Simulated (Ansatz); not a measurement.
**YF3 (Pnma):V_F (site 1), thermodynamic levels from a 64-atom cell**

Wanted: the transition levels of a vacancy in YF3 (Pnma), from a cell of 64 host atoms with 1 F taken out.

Program: Ansatz 0.2.0. Level of theory: place-levels on PBEsol runs: charge-transition levels and formation energies with image-charge correction and potential alignment at the atomic sites. Results are calculated unless marked as measured.

### 1. Starting point

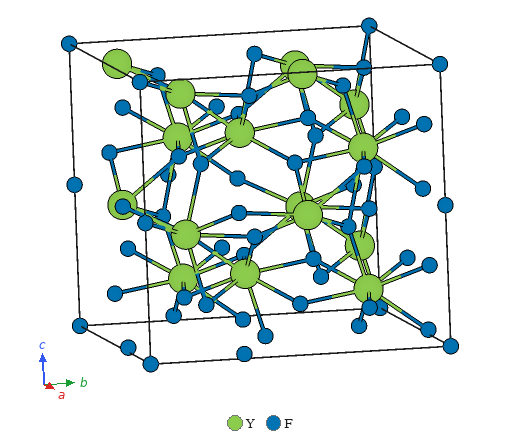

The cell as given, slightly off an axis (yttrium green, fluorine blue). Bonds to atoms that aren't drawn are left out. Some periodic images of atoms are drawn too.

The cell holds 63 atoms: 16 Y and 47 F. Cell: a = 9.320 Å, b = 9.320 Å, c = 8.738 Å, α = 90.0°, β = 90.0°, γ = 85.6°. It derives from YF3 (space group Pnma). Nearest the centre at fractional (0.363, 0.387, 0.545): Y37 at 2.28 Å, Y1 at 2.29 Å, Y5 at 2.50 Å, F15 at 2.57 Å, F31 at 2.57 Å, F57 at 2.76 Å, F41 at 2.76 Å, F28 at 2.76 Å.

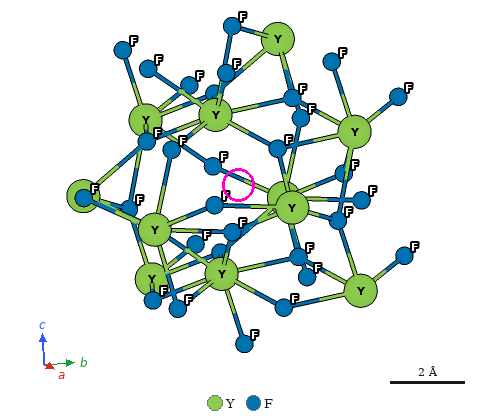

The atoms within 5 Å of the centre. A ring marks the centre wherever it is empty.

As a file:

```xyz
63
Lattice="6.3310 6.8394 0.0000 -6.3310 6.8394 0.0000 0.0000 0.0000 8.7381" Properties=species:S:1:pos:R:3 pbc="T T T"
Y    -2.3368    5.1295    4.1010
Y     3.9943    5.1295    4.1010
Y    -0.8287    1.7098    1.9165
Y    -0.8287    8.5492    1.9165
Y     0.8287    5.1295    2.4525
Y     0.8287   11.9689    2.4525
Y    -3.9943    8.5492    0.2680
Y     2.3368    8.5492    0.2680
F     1.0450    2.9878    1.6515
F     1.0450    9.8272    1.6515
F     2.1205    3.8515    3.8360
F     2.1205   10.6909    3.8360
F    -2.1205    7.2712    0.5330
F     4.2105    7.2712    0.5330
F    -1.0450    6.4075    2.7175
F     5.2860    6.4075    2.7175
F    -3.0192    8.5492    2.5753
F     3.3118    8.5492    2.5753
F    -0.1463    5.1295    0.3908
F    -0.1463   11.9689    0.3908
F     0.1463    1.7098    3.9782
F     0.1463    8.5492    3.9782
F    -3.3118    5.1295    1.7937
F     3.0192    5.1295    1.7937
F    -5.2860    7.2712    1.6515
F     1.0450    7.2712    1.6515
F    -4.2105    6.4075    3.8360
F     2.1205    6.4075    3.8360
F    -2.1205    2.9878    0.5330
F    -2.1205    9.8272    0.5330
F    -1.0450    3.8515    2.7175
F    -1.0450   10.6909    2.7175
Y    -2.3368    5.1295    8.4700
Y     3.9943    5.1295    8.4700
Y    -0.8287    1.7098    6.2855
Y    -0.8287    8.5492    6.2855
Y     0.8287    5.1295    6.8216
Y     0.8287   11.9689    6.8216
Y    -3.9943    8.5492    4.6370
Y     2.3368    8.5492    4.6370
F     1.0450    2.9878    6.0206
F     1.0450    9.8272    6.0206
F     2.1205    3.8515    8.2051
F     2.1205   10.6909    8.2051
F    -2.1205    7.2712    4.9020
F     4.2105    7.2712    4.9020
F    -1.0450    6.4075    7.0865
F     5.2860    6.4075    7.0865
F    -3.0192    8.5492    6.9444
F     3.3118    8.5492    6.9444
F    -0.1463   11.9689    4.7598
F     0.1463    1.7098    8.3472
F     0.1463    8.5492    8.3472
F    -3.3118    5.1295    6.1627
F     3.0192    5.1295    6.1627
F    -5.2860    7.2712    6.0206
F     1.0450    7.2712    6.0206
F    -4.2105    6.4075    8.2051
F     2.1205    6.4075    8.2051
F    -2.1205    2.9878    4.9020
F    -2.1205    9.8272    4.9020
F    -1.0450    3.8515    7.0865
F    -1.0450   10.6909    7.0865
```

Known beforehand: the electronic dielectric constant, (2.82, 2.74, 2.68), and the static one, (10.04, 9.91, 15.72), from a response run on this crystal (DFPT, PBEsol) at that run's own cell.

The cell's shortest repeat is 8.7 Å.

### 2. The runs of each charge state

Levels follow from differences of total energies between charge states, each relaxed by itself.

Random displacements of about 0.05 Å break the site symmetry at the start, so that the relaxation can reach a distorted minimum if there is one. Forces are taken at one point at (¼, ¼, ¼). The cell holds 1 electron more than the neutral one, with a uniform background that keeps it neutral on the whole.

The sampling was tested on the host first: at the k-points planned (1x1x1 shifted 0.25 0.25 0.25) its energy lies 0.000 eV an atom from the dense-mesh value, under the bound of 0.02 eV set for this test; that bounds the host's error, not the defect's.

One state's input; the others differ in charge, spin, start and seed, and in occupations where the table says so.

The input, qm1.relax/input.yaml:

```yaml
crystal:
  lattice:
    - [6.33103595, 6.83936158, 0.0]
    - [-6.33103595, 6.83936158, 0.0]
    - [0.0, 0.0, 4.36903083]
  atoms:
    - { symbol: "Y", position: [0.19045052, 0.55954948, 0.93865484] }
    - { symbol: "Y", position: [0.69045052, 0.05954948, 0.93865484] }
    - { symbol: "Y", position: [0.05954948, 0.19045052, 0.43865484] }
    - { symbol: "Y", position: [0.55954948, 0.69045052, 0.43865484] }
    - { symbol: "Y", position: [0.44045052, 0.30954948, 0.56134516] }
    - { symbol: "Y", position: [0.94045052, 0.80954948, 0.56134516] }
    - { symbol: "Y", position: [0.30954948, 0.94045052, 0.06134516] }
    - { symbol: "Y", position: [0.80954948, 0.44045052, 0.06134516] }
    - { symbol: F, position: [0.30095837, 0.13589913, 0.3780092] }
    - { symbol: F, position: [0.80095837, 0.63589913, 0.3780092] }
    - { symbol: F, position: [0.44904163, 0.11410087, 0.8780092] }
    - { symbol: F, position: [0.94904163, 0.61410087, 0.8780092] }
    - { symbol: F, position: [0.36410087, 0.69904163, 0.1219908] }
    - { symbol: F, position: [0.86410087, 0.19904163, 0.1219908] }
    - { symbol: F, position: [0.38589913, 0.55095837, 0.6219908] }
    - { symbol: F, position: [0.88589913, 0.05095837, 0.6219908] }
    - { symbol: F, position: [0.38655222, 0.86344778, 0.58945129] }
    - { symbol: F, position: [0.88655222, 0.36344778, 0.58945129] }
    - { symbol: F, position: [0.36344778, 0.38655222, 0.08945129] }
    - { symbol: F, position: [0.86344778, 0.88655222, 0.08945129] }
    - { symbol: F, position: [0.13655222, 0.11344778, 0.91054871] }
    - { symbol: F, position: [0.63655222, 0.61344778, 0.91054871] }
    - { symbol: F, position: [0.11344778, 0.63655222, 0.41054871] }
    - { symbol: F, position: [0.61344778, 0.13655222, 0.41054871] }
    - { symbol: F, position: [0.11410087, 0.94904163, 0.3780092] }
    - { symbol: F, position: [0.61410087, 0.44904163, 0.3780092] }
    - { symbol: F, position: [0.13589913, 0.80095837, 0.8780092] }
    - { symbol: F, position: [0.63589913, 0.30095837, 0.8780092] }
    - { symbol: F, position: [0.05095837, 0.38589913, 0.1219908] }
    - { symbol: F, position: [0.55095837, 0.88589913, 0.1219908] }
    - { symbol: F, position: [0.19904163, 0.36410087, 0.6219908] }
    - { symbol: F, position: [0.69904163, 0.86410087, 0.6219908] }
  supercell: [1, 1, 2]
  defects: [{ vacancy: 50 }]
total_charge: -1
basis:
  ecutwfc: 420
  xc_grid: 2
hamiltonian:
  xc: pbesol
kpoints:
  mp_grid: { grid: [1, 1, 1], shift: [0.25, 0.25, 0.25] }
scf:
  occupations: { method: fixed }
  max_iter: 80
output:
  forces: true
  charged_corrections: { epsilon: [2.82, 2.74, 2.68], static_epsilon: [10.04, 9.91, 15.72] }
relax:
  f_tol: 0.02
  max_steps: 80
  random_displacement: { amplitude: 0.05, seed: 1647 }
checkpoint:
  write: "../qm1.relax.run"
  compress: false
  write_wavefunctions: true
  write_every: 100000
```

On the command line:

```console
ansatz run input.yaml --threads 4 --pin off --max-ram 7536MiB --backend cpu --events-out ev --progress --plain --runs-dir out
```

The relaxed structure is kept and the sampling changed to a 2×2×2 shifted mesh.

The run of this state that the levels use, under PBEsol:

The input, qm1.point/input.yaml:

```yaml
crystal:
  checkpoint: "../qm1.relax.run"
  host: checkpoint
total_charge: -1
basis:
  ecutwfc: 420
  xc_grid: 2
hamiltonian:
  xc: pbesol
kpoints:
  mp_grid: { grid: [2, 2, 2], shift: [0.5, 0.5, 0.5] }
scf:
  occupations: { method: fermi_dirac, width: 0.01 }
  max_iter: 80
output:
  forces: true
  eigenvalues: true
  charged_corrections:
    epsilon: [2.82, 2.74, 2.68]
    static_epsilon: [10.04, 9.91, 15.72]
    defect_position: [0.363448, 0.386552, 0.544726]
  eigenstates: { localisation: true }
  populations: true
  band_densities: [{ bands: [v1, v1] }, { bands: [c1, c1] }]
  write_density: true
  write_potential: true
  volumetric_format: npy
checkpoint:
  read: "../qm1.relax.run"
  write: "../qm1.point.run"
  compress: false
  write_wavefunctions: false
  write_every: 100000
```

Relaxations under PBEsol at one point at (¼, ¼, ¼); times on 4 threads of Arm Neoverse V2, shared host:

```
charge  moment (μB)  occupations    outcome  steps  largest displacement against the far atoms (Å)  time
    −1            0        fixed  converged      7                                            0.18  64 s
     0            1        fixed  converged      4                                            0.05  83 s
    +1            0        fixed  converged      5                                            0.25  44 s
```

Single points under PBEsol at a 2×2×2 shifted mesh; times on 4 threads of Arm Neoverse V2, shared host:

```
charge  moment (μB)  occupations    outcome     time
    −1            0  fermi-dirac  converged     53 s
     0            1  fermi-dirac  converged  1.8 min
    +1            0  fermi-dirac  converged     50 s
```

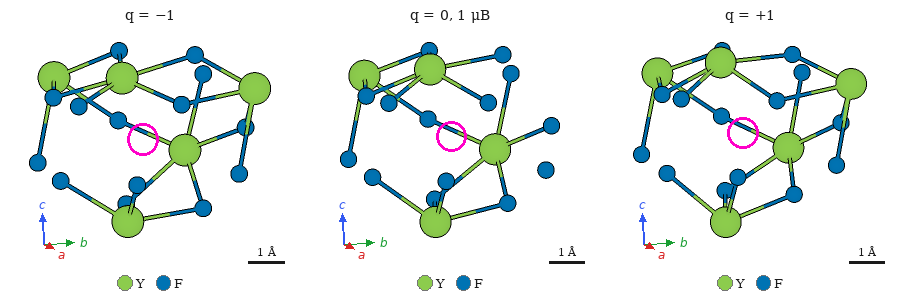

The structures near the centre after relaxation with PBEsol, by charge. A ring marks the centre wherever it is empty. Bonds to atoms that aren't drawn are left out.

Distances (Å) from the ideal centre to the nearest atoms after relaxation with PBEsol:

```
charge  moment (μB)      1.      2.      3.      4.      5.      6.
    −1            0  Y 2.10  Y 2.17  Y 2.41  F 2.61  F 2.61  F 2.80
     0            1  Y 2.31  Y 2.31  F 2.52  F 2.53  Y 2.56  F 2.72
    +1            0  F 2.34  F 2.34  Y 2.46  Y 2.46  F 2.62  F 2.63
```

### 3. place-levels, PBEsol

A charged cell interacts with its images and the background, and its potential has another zero than the host's. place-levels removes the first by a point-charge model, screened by the static dielectric constant since the ions have relaxed around the charge, and the second by comparing potentials at atoms far from the defect.

The host is a run of the defect-free crystal in the same cutoffs, grids and k-points, so that basis and sampling errors cancel in part in the differences. Its band edges come from a run of the primitive cell that searches the zone for them. The host is run in a cell of 32 atoms on a matching mesh. Chemical potentials are energies per atom of F (F2 molecule), run with the same functional and cutoff.

The input, levels.point.yaml:

```yaml
host:
  run: host.point.run
  levels_from: { run: edges.point.run }
states: [qm1.point.run, q0_M1.point.run, qp1.point.run]
geometry_from:
  qm1.point.run: qm1.relax.run
  q0_M1.point.run: q0_M1.relax.run
  qp1.point.run: qp1.relax.run
  host.point.run: host.relax.run
chemical_potentials:
  F:
    energy: -797.642924
    dataset: <sha256 of the dataset>
epsilon: [2.82, 2.74, 2.68]
static_epsilon: [10.04, 9.91, 15.72]
vertical:
  - { from: qm1.point.run, to: qm1.point_neutral.run }
  - { from: qp1.point.run, to: qp1.point_neutral.run }
```

On the command line:

```console
ansatz place-levels levels.point.yaml -- --threads 4 --pin off --max-ram 7536MiB
```

Numbers of over 12 decimals in the logs are rounded to 6 here.

The log of the run:

```text
[... repeated set-up lines and file paths are left out, and long positions are rounded to six places ...]
(+1/0) 5.807 eV above the valence edge, 2.079 eV under the conduction edge
(0/-1) 6.589 eV above the valence edge, 1.296 eV under the conduction edge
formation energy of charge +1: +0.703 eV with the Fermi level at the valence edge
formation energy of charge 0: +6.510 eV with the Fermi level at the valence edge
formation energy of charge -1: +13.099 eV with the Fermi level at the valence edge
vertical -1 to 0: no energy, since no alignment is typed
  the change from vertical[0].from (qm1.point.run) to vertical[0].to (qm1.point_neutral.run): by its potential at epsilon [2.82, 2.74, 2.68] it stands at 0.368 0.383 0.524, with an rms radius of about 1.7 Å (0.8 0.8 1.2 Å across the planes of the cell's [...]
vertical +1 to 0: no energy, since no alignment is typed
  the change from vertical[1].from (qp1.point.run) to vertical[1].to (qp1.point_neutral.run): by its potential at epsilon [2.82, 2.74, 2.68] it stands at 0.360 0.391 0.548, with an rms radius of about 1.8 Å (0.8 0.8 1.3 Å across the planes of the cell's [...]
  edges by pbesol of host.levels_from (edges.point.run), its mesh sampled to repeats of 26.21 Å (the valence edge +0.003 eV and the conduction edge -0.054 eV from those of the host's own run), gap 7.885 eV; the host is sampled to repeats of 25.32 Å
  the defect's cells are sampled to repeats of 25.32 Å, like sampling
  charge +1: -98481.4148 eV with its correction of +0.028 eV, at epsilon [10.04, 9.91, 15.72], aligned at sites: -0.1593 eV, mean over 34 atomic sites at or beyond 4.37 Å from the defect at [0.3634, 0.3866, 0.5447], with -0.036109 for the charge's moments and [...]
  charge 0: +0.000 eV for its dipole among its images, +0.012 omitted
  charge -1: -98457.9124 eV with its correction of +0.244 eV, at epsilon [10.04, 9.91, 15.72], aligned at sites: -0.0561 eV, mean over 34 atomic sites at or beyond 4.37 Å from the defect at [0.3634, 0.3866, 0.5447], with +0.026765 for the charge's moments and [...]
  of states[2] (qp1.point.run): its displacements don't fall off away from the defect: farther atoms stand 0.042 Å off the host's places. [...]
  of states[1] (q0_M1.point.run): stability_check_not_made
  of states[0] (qm1.point.run): its displacements don't fall off away from the defect: farther atoms stand 0.026 Å off the host's places. [...]
  of vertical[0].from (qm1.point.run): its displacements don't fall off away from the defect: farther atoms stand 0.026 Å off the host's places. [...]
  of vertical[0].to (qm1.point_neutral.run): its displacements don't fall off away from the defect: farther atoms stand 0.026 Å off the host's places. [...]
  of vertical[1].from (qp1.point.run): its displacements don't fall off away from the defect: farther atoms stand 0.042 Å off the host's places. [...]
  of vertical[1].to (qp1.point_neutral.run): its displacements don't fall off away from the defect: farther atoms stand 0.042 Å off the host's places. [...]
```

The job ended after 0.25 s (4 threads of Arm Neoverse V2, shared host).

Levels between the charges placed, in eV above the valence top:

```
        gap (eV)  (+1/0)  (0/−1)
PBEsol      7.89    5.81    6.59
```

Corrections by state:

```
charge  moment (μB)  image terms and alignment (eV)  band filling (eV)                                 ε used  over the lowest of its charge, as the program ranks them, band filling apart (eV)
    +1          0.0                           0.028                  -  principal values (9.91, 10.04, 15.72)                                                                              0.000
     0          1.0                           0.000                  -                                      -                                                                              0.000
    −1          0.0                           0.244                  -  principal values (9.91, 10.04, 15.72)                                                                              0.000
```

The charged structures listed were also run neutral, and place-levels reads from each pair, by the potential or the spins, how wide the charge is by which they differ; that can be the carrier of either run.

```
charge  rms radius (Å)  spread where it is widest against the cell (Å)  wide from (Å)  reading
    +1             1.8                                            1.30           1.51   narrow
    −1             1.7                                            1.25           1.51   narrow
```

The neutral runs of these pairs need not share the spin of the lowest neutral state, and very wide values only mean spread over the cell.

From the program's caveats on the states, each cut to its opening words:

- charge +1: its displacements don't fall off away from the defect: farther atoms stand 0.042 Å off the host's places
- charge 0 (1 μB): flagged: stability check not made
- charge −1: its displacements don't fall off away from the defect: farther atoms stand 0.026 Å off the host's places

Chemical potentials of the elements' reference phases, run alike. Formation energies (elemental references), with the Fermi level at the valence top and at the conduction bottom (gap 7.89 eV):

```
charge  at valence top (eV)  at conduction bottom (eV)  correction included (eV)
    +1                 0.70                       8.59                      0.03
     0                 6.51                       6.51                      0.00
    −1                13.10                       5.21                      0.24
```

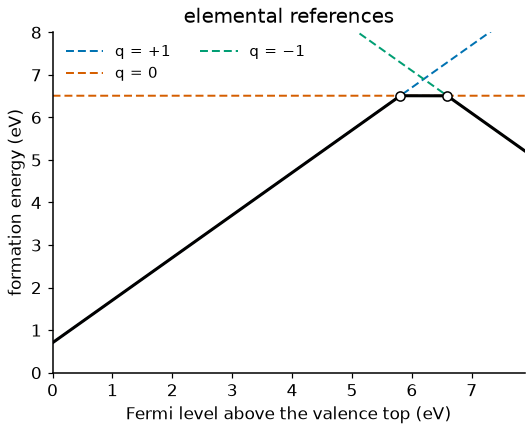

Formation energy against Fermi level; the thick line follows the lowest charge state and circles mark the transition levels.

Charge transition levels, in eV, zero at the valence-band top of the host:

```
      conduction bottom  valence top
V_F1               7.89         0.00
```

```
       level  energy (eV)
V_F1  (+1/0)         5.81
V_F1  (0/−1)         6.59
```

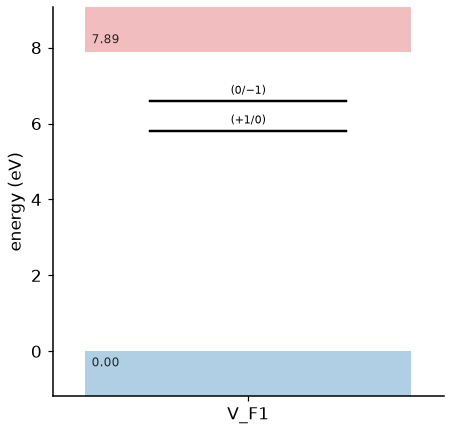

Charge transition levels. Shaded: valence and conduction bands.

### 4. The same at the relaxations' own k-points

The relaxations' own energies give the levels at their sampling, for comparison.

The input, levels.relax_mesh.yaml:

```yaml
host:
  run: host.relax.run
  levels_from: { run: edges.relax.run }
states: [qm1.relax.run, q0_M1.relax.run, qp1.relax.run]
chemical_potentials:
  F:
    energy: -797.642924
    dataset: <sha256 of the dataset>
```

On the command line:

```console
ansatz place-levels levels.relax_mesh.yaml -- --threads 4 --pin off --max-ram 7536MiB
```

The log of the run:

```text
(+1/0) 5.806 eV above the valence edge, 2.079 eV under the conduction edge
(0/-1) 6.586 eV above the valence edge, 1.299 eV under the conduction edge
formation energy of charge +1: +0.703 eV with the Fermi level at the valence edge
formation energy of charge 0: +6.509 eV with the Fermi level at the valence edge
formation energy of charge -1: +13.095 eV with the Fermi level at the valence edge
  edges by pbesol of host.levels_from (edges.relax.run), its mesh sampled to repeats of 26.21 Å (the valence edge +0.054 eV and the conduction edge -0.116 eV from those of the host's own run), gap 7.885 eV; the host is sampled to repeats of 12.66 Å
[... the lines on each state left out ...]
```

Run time: 0.09 s. Hardware: 4 threads.

Levels between neighbouring charges, in eV above the valence top:

```
                        gap (eV)  (+1/0)  (0/−1)
one point at (¼, ¼, ¼)      7.89    5.81    6.59
  a 2×2×2 shifted mesh      7.89    5.81    6.59
```

Going from one point at (¼, ¼, ¼) to a 2×2×2 shifted mesh moves the levels that carry no band-filling term by up to 0.00 eV and formation energies against the elements by up to 0.00 eV.

### 5. A changed set-up

A choice is tested by changing it alone.

levels.try0.yaml is levels.point.yaml with these lines changed:

```diff
-epsilon: [2.82, 2.74, 2.68]
-static_epsilon: [10.04, 9.91, 15.72]
+epsilon: 500.0
+static_epsilon: 500.0
```

On the command line:

```console
ansatz place-levels levels.try0.yaml -- --threads 4 --pin off --max-ram 7536MiB
```

The log of the run:

```text
(+1/0) 5.899 eV above the valence edge, 1.986 eV under the conduction edge
(0/-1) 6.494 eV above the valence edge, 1.391 eV under the conduction edge
formation energy of charge +1: +0.611 eV with the Fermi level at the valence edge
formation energy of charge 0: +6.510 eV with the Fermi level at the valence edge
formation energy of charge -1: +13.004 eV with the Fermi level at the valence edge
vertical -1 to 0: no energy, since no alignment is typed
vertical +1 to 0: no energy, since no alignment is typed
[...]
[... the lines on each state left out ...]
```

The change: a very large dielectric constant, which removes the point-charge term and changes the alignment.

Levels in eV above the valence top; the changed ones are not the defect's:

```
           gap (eV)  (+1/0)  (0/−1)
  changed      7.89    5.90    6.49
as set up      7.89    5.81    6.59
```

The largest shift is 0.09 eV.

### 6. What came out

| Property | Result |
| --- | --- |
| gap of the host | 7.89 eV (PBEsol) |
| level (plus 1/0) | 5.81 eV above the valence top |
| level (0/minus 1) | 6.59 eV above the valence top |
| lowest of the charges placed, just above the valence top (0.02 eV) | +1 |
| lowest of the charges placed, just below the conduction bottom (0.02 eV) | −1 |
| lowest formation energy at mid-gap of the charges run, elemental references | 4.65 eV |

Of the charges placed (−1, 0 and +1), the lowest changes at 5.81 eV (+1/0) and 6.59 eV (0/−1) above the valence top, in a gap of 7.89 eV. Charges above +1 and below −1 were not placed, so these runs say nothing of levels that involve them. States placed: +1 at 0 μB; 0 at 1 μB; −1 at 0 μB. Other spin states or structures, where not listed, weren't placed. Going from one point at (¼, ¼, ¼) to a 2×2×2 shifted mesh moves the levels that carry no band-filling term by up to 0.00 eV and formation energies against the elements by up to 0.00 eV. Limits: the images are only 8.7 Å apart; PBEsol makes the gap too small and tends to spread out bound carriers; where a gas molecule sets a chemical potential or the host's formation energy, its binding is uncorrected.

[Logs are printed without paths, hosts, clocks, repeated set-up lines and the standing remarks that a program may print on its own settings, such as how far it seeks lower states.]

[Hosts, paths, dates, database ids (printed as entryN), source tags and the programs' standing remarks are cut or masked in the printed files.]

[Where a table of states has a column of steps, it counts the stored structures, which are thinned; the runs took as many ionic steps or more.]

[A defect's name tells the site on which it was built; relaxed atoms can leave that site.]

[For some hosts the program warned that the k-mesh of the response run may be too coarse for force constants and the static dielectric constant; such warnings are not shown here.]
